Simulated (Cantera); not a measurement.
Charge: 1 mol Si, a varied amount of Cl₂, 7.2 mol H₂, at 600 °C and 750 Torr.

These are equilibrium values from Cantera (NASA tables, ideal gas, pure condensed phases), not measurements of a reactor. Candidate condensed phases: Si; 19 gas species. The tables' values for SiCl₃ are old estimates; treat these amounts as uncertain. Equilibrium is a limit: real reactors are often held back by kinetics, nucleation or transport.

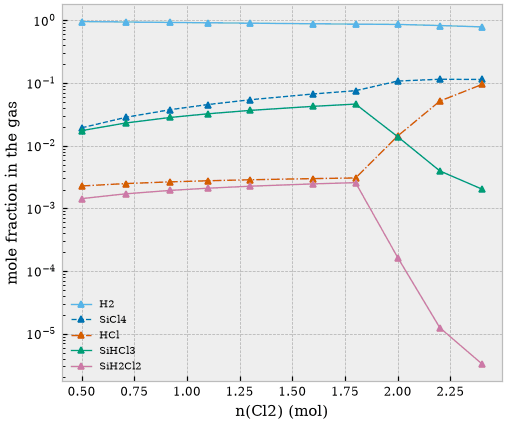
*Equilibrium gas composition (values under 1e-9 drawn at 1e-9)*

### Question
Read off the mole fractions at 1.8 mol Cl₂.

### Answer
H₂ about 0.87, SiCl₄ about 0.076, SiHCl₃ about 0.046, HCl about 0.0031, SiH₂Cl₂ about 0.0026.
